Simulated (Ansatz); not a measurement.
# SiH3 (doublet): one geometry, many settings at distance H1–H2 along a hydrogen transfer = 0.745 Å

Aim: run SiH3 (doublet) at one geometry under a spread of methods and options, and see what each costs and gives.

The runs use Ansatz 0.2.0, Gaussian basis; the settings change from run to run.

7 further runs of the same task are left out: 1 for a mislabelled method, 6 that didn't finish.

## Step 1: The geometry

The geometry derives from fragments relaxed apart (PBE0/def2-TZVP) and kept rigid, so it is no stationary point. A hydrogen atom is moved between rigid fragments.

4 atoms, charge 0, spin multiplicity 2.

Atoms are counted from 1 here; the program's logs count them from 0.

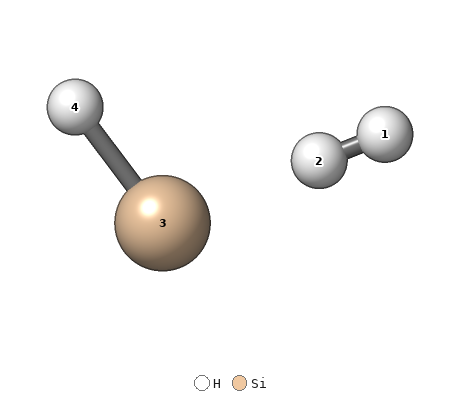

The structure; hydrogen white, silicon light orange; atoms are numbered from 1 in the order of the file.

## Step 2: BCCD on UHF/6-31G*

Contents of in.yaml:

```yaml
crystal:
  periodic: [false, false, false]
  atoms:
    - {symbol: H, position_ang: [-2.397428, 0.047936, 0.000000]}
    - {symbol: H, position_ang: [-1.652428, 0.047936, 0.000000]}
    - {symbol: Si, position_ang: [0.126572, 0.047936, 0.000000]}
    - {symbol: H, position_ang: [0.523007, -1.431577, 0.000000]}
basis:
  gaussian: {orbitals: "6-31G*"}
magnetization: {spin_polarized: true, initial_magnetization: 1}
correlation: {method: bccd, electrons: valence}
accuracy: high
```

On the command line:

```bash
$ ansatz run in.yaml --threads 1 --pin off --events-out ev --progress --plain --max-ram 2393MiB
```

The program printed, cut to the lines that bear on the results:

```text
Functional definition: HF
  name "HF"
  cite "Fock, Z. Phys. 61, 126 (1930) doi:10.1007/BF01340294"
  parent pbe
[...]
457 factors; integrals over basis functions are off by at most 3.8e-9 eV
[...]
mean field -7905.27354143 eV, -290.5134442609 hartree, gradient 1.7e-8 eV, S^2 0.764871; 13 other end points of the search recorded, 0 dependent functions left out
determinant -7905.27354143 eV, -290.5134442609 hartree, with singles and doubles -7908.06194105 eV, -290.6159160566 hartree
determinant -7904.54252147 eV, -290.4865797726 hartree, with singles and doubles -7907.32758236 eV, -290.5889288726 hartree
determinant -7902.56175172 eV, -290.4137878269 hartree, with singles and doubles -7905.44221874 eV, -290.5196430376 hartree
determinant -7902.52776258 eV, -290.4125387492 hartree, with singles and doubles -7905.22949442 eV, -290.5118255628 hartree
determinant -7902.37169618 eV, -290.4068034147 hartree, with singles and doubles -7905.12115982 eV, -290.5078443397 hartree
determinant -7902.03483875 eV, -290.3944241324 hartree, with singles and doubles -7904.83083429 eV, -290.4971750734 hartree
5 core orbitals not correlated: weight in the atoms' cores, before any rotation towards them, 1.000 or more for the frozen orbitals, at most 0.000 for the correlated occupied ones
reference -7905.27354143 eV, -290.5134442609 hartree; 4, 3 occupied and 16, 17 virtual orbitals, 457 factors
second order -2.03281975 eV of doubles, -0.00000000 eV of singles
cycle   1  -2.78718850 eV  change    1.2e-3 eV  update   3.5e-3
[...]
cycle  24  -2.78523092 eV  change   1.4e-10 eV  update  7.8e-10
Total energy: -7908.05877235 eV, -290.6157996091 hartree
```

Run time: 2.2 s. Hardware: 1 thread of Intel Xeon Platinum 8375C at 2.90GHz, shared host.

From the report: ⟨S²⟩ of the determinant 0.765 (pure doublet: 0.75); correlation -2.7852 eV; largest double amplitude 0.08.

## Step 3: NEVPT2(1,10)/def2-SVP

Edit in.yaml of step 2 so:

```diff
@@ -8,5 +8,6 @@
 basis:
-  gaussian: {orbitals: "6-31G*"}
-magnetization: {spin_polarized: true, initial_magnetization: 1}
-correlation: {method: bccd, electrons: valence}
+  gaussian: {orbitals: def2-SVP}
+magnetization: {spin_polarized: false, initial_magnetization: 1}
+correlation: {method: sc_nevpt2, electrons: outside_noble_gas, active_space: {window: {electrons: 1, orbitals: 10}}}
 accuracy: high
+scf: {lower_state_search: full}
```

Launched as before.

The program printed, cut to the lines that bear on the results:

```text
Functional definition: HF
  name "HF"
  cite "Fock, Z. Phys. 61, 126 (1930) doi:10.1007/BF01340294"
  parent pbe
[...]
565 factors; integrals over basis functions are off by at most 3.8e-9 eV
[...]
mean field -7903.14091371 eV, -290.4350716375 hartree, gradient 1.4e-8 eV, S^2 0.750000; 9 other end points of the search recorded, 0 dependent functions left out
reference -7903.14091371 eV, -290.4350716375 hartree; 9, 8 occupied and 24, 25 virtual orbitals, 565 factors
state -7903.14091371 eV, -290.4350716375 hartree
state -7903.14091371 eV, -290.4350716375 hartree; corrected -7905.74111938 eV, -290.5306274335 hartree
WARN: 9 active orbitals are nearly empty or full. The corrections depend on them more than the energy does, and are more stable in an active space without them
Total energy: -7905.74111938 eV, -290.5306274335 hartree
```

Wall time 1.7 s (1 thread of Intel Xeon Platinum 8375C at 2.90GHz, shared host).

From the report: 2 determinants; active occupations 1.00, 0.00, 0.00, 0.00, 0.00, 0.00, 0.00, 0.00, 0.00, 0.00. The report marks this result as in doubt.

## Step 4: BCCD on UHF/6-31G

Contents of in.yaml:

```yaml
crystal:
  periodic: [false, false, false]
  atoms:
    - {symbol: H, position_ang: [-2.397428, 0.047936, 0.000000]}
    - {symbol: H, position_ang: [-1.652428, 0.047936, 0.000000]}
    - {symbol: Si, position_ang: [0.126572, 0.047936, 0.000000]}
    - {symbol: H, position_ang: [0.523007, -1.431577, 0.000000]}
basis:
  gaussian: {orbitals: 6-31G}
magnetization: {spin_polarized: true, initial_magnetization: 1}
correlation: {method: bccd, electrons: outside_noble_gas}
output: {forces: true}
```

Same command.

The program printed, cut to the lines that bear on the results:

```text
Functional definition: HF
  name "HF"
  cite "Fock, Z. Phys. 61, 126 (1930) doi:10.1007/BF01340294"
  parent pbe
[...]
236 factors; integrals over basis functions are off by at most 9.3e-4 eV
[...]
mean field -7904.76954754 eV, -290.4949228270 hartree, gradient 1.3e-6 eV, S^2 0.756810; 12 other end points of the search recorded, 0 dependent functions left out
determinant -7904.76954754 eV, -290.4949228270 hartree, with singles and doubles -7906.74290341 eV, -290.5674423174 hartree
determinant -7904.03304359 eV, -290.4678568058 hartree, with singles and doubles -7905.99304899 eV, -290.5398856759 hartree
determinant -7902.15037477 eV, -290.3986700027 hartree, with singles and doubles -7904.47630247 eV, -290.4841462692 hartree
determinant -7902.10100079 eV, -290.3968555424 hartree, with singles and doubles -7904.12705455 eV, -290.4713116450 hartree
[...]
5 core orbitals not correlated: weight in the atoms' cores, before any rotation towards them, 1.000 or more for the frozen orbitals, at most 0.000 for the correlated occupied ones
reference -7904.76954754 eV, -290.4949228270 hartree; 4, 3 occupied and 10, 11 virtual orbitals, 236 factors
second order -1.37503488 eV of doubles, -0.00000000 eV of singles
cycle   1  -1.97345259 eV  change   -9.7e-5 eV  update   1.4e-3
[...]
cycle  13  -1.97309393 eV  change    1.2e-7 eV  update   1.6e-7
[...]
Total energy: -7906.74264147 eV, -290.5674326915 hartree
Atom 0 at    -2.397428     0.047936     0.000000 Å, force    -0.653716    -0.294118     0.000000 eV/Å
Atom 1 at    -1.652428     0.047936     0.000000 Å, force    -1.015046     0.085006    -0.000000 eV/Å
Atom 2 at     0.126572     0.047936     0.000000 Å, force     1.838534     1.066623    -0.000000 eV/Å
Atom 3 at     0.523007    -1.431577     0.000000 Å, force    -0.169772    -0.857511    -0.000000 eV/Å
Dipole moment:    -0.247004    -0.107266    -0.000000 e Å
```

Wall time 1.1 s (1 thread of Intel Xeon Platinum 8375C at 2.90GHz, shared host).

From the report: ⟨S²⟩ of the determinant 0.757 (pure doublet: 0.75); correlation -1.9731 eV; largest double amplitude 0.08.

## Step 5: CCSDT(Q) on ROHF/def2-SVP

Edit in.yaml of step 4 so:

```diff
@@ -8,5 +8,4 @@
 basis:
-  gaussian: {orbitals: 6-31G}
-magnetization: {spin_polarized: true, initial_magnetization: 1}
-correlation: {method: bccd, electrons: outside_noble_gas}
-output: {forces: true}
+  gaussian: {orbitals: def2-SVP}
+magnetization: {spin_polarized: false, initial_magnetization: 1}
+correlation: {method: ccsdt_q, electrons: outside_noble_gas}
```

Same command.

The program printed, cut to the lines that bear on the results:

```text
Functional definition: HF
  name "HF"
  cite "Fock, Z. Phys. 61, 126 (1930) doi:10.1007/BF01340294"
  parent pbe
[...]
502 factors; integrals over basis functions are off by at most 2.5e-7 eV
[...]
mean field -7903.14091369 eV, -290.4350716370 hartree, gradient 1.5e-6 eV, S^2 0.750000; 7 other end points of the search recorded, 0 dependent functions left out
[...]
determinant -7903.14091369 eV, -290.4350716370 hartree, with singles and doubles -7906.71352631 eV, -290.5663627289 hartree
determinant -7902.38745010 eV, -290.4073823606 hartree, with singles and doubles -7906.06259180 eV, -290.5424413269 hartree
determinant -7899.78005544 eV, -290.3115623741 hartree, with singles and doubles -7903.45167469 eV, -290.4464918929 hartree
5 core orbitals not correlated: weight in the atoms' cores, before any rotation towards them, 1.000 or more for the frozen orbitals, at most 0.000 for the correlated occupied ones
reference -7903.14091369 eV, -290.4350716370 hartree; 4, 3 occupied and 24, 25 virtual orbitals, 502 factors
second order -2.68799671 eV of doubles, -0.06390765 eV of singles
cycle   1  -3.32707807 eV  change   -5.7e-1 eV  update   6.6e-2
[...]
cycle  18  -3.65967292 eV  change    2.5e-7 eV  update   6.9e-7
perturbative correction -0.00172490 eV, -0.0000633890 hartree
Total energy: -7906.80231152 eV, -290.5696255253 hartree
```

Wall time 7.5 s (1 thread of Intel Xeon Platinum 8375C at 2.90GHz, shared host).

From the report: correlation -3.6614 eV; T1 0.020; largest double amplitude 0.09.

## Step 6: The runs in one table

Where basis and cores are those of an earlier FCI/6-31G run (-7906.7684 eV), and the state is the same kind, the miss against it is given. † marks a result that the program doubts.

```tsv
level	correlated	functions	energy (eV)	from FCI (meV)	time
BCCD on UHF/6-31G*	valence	25	-7908.0588		2.2 s
NEVPT2(1,10)/def2-SVP †	outside noble gas	33	-7905.7411		1.7 s
BCCD on UHF/6-31G	outside noble gas	19	-7906.7426	25.8	1.1 s
CCSDT(Q) on ROHF/def2-SVP	outside noble gas	33	-7906.8023		7.5 s
```

## Step 7: What came out

| quantity | value |
| --- | --- |
| runs | 4 |
| quickest | BCCD on UHF/6-31G, 1.1 s |
| slowest | CCSDT(Q) on ROHF/def2-SVP, 7.5 s |

**Reading.** Total energies in different bases, with other cores or another treatment of relativity can't be set against each other. CCSDT(Q) on ROHF/def2-SVP took 7 times as long as BCCD on UHF/6-31G; the jobs differ in more than the method.
